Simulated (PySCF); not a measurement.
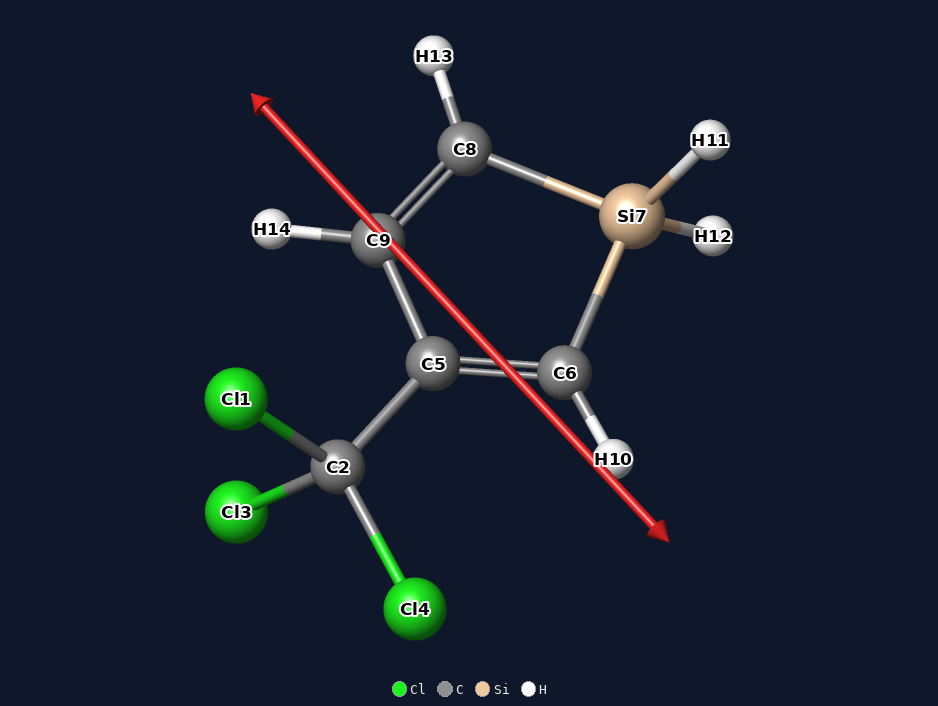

The double arrow shows the direction of the transition dipole to excited singlet state 1 (its length means nothing). The computed structure is the end point of a PBE0-D3(BJ)/def2-SVP optimisation. No frequency run is at hand to confirm it as a minimum. Method: TDDFT PBE0/def2-SVPD, vertical, IEF-PCM acetone (non-equilibrium linear response), core orbitals frozen in the response (PySCF 2.14.0).

Give its energy, strength and character.

4.40 eV (282 nm), oscillator strength 0.049, mainly HOMO → LUMO (weight 0.98); transition dipole 1.71 D.
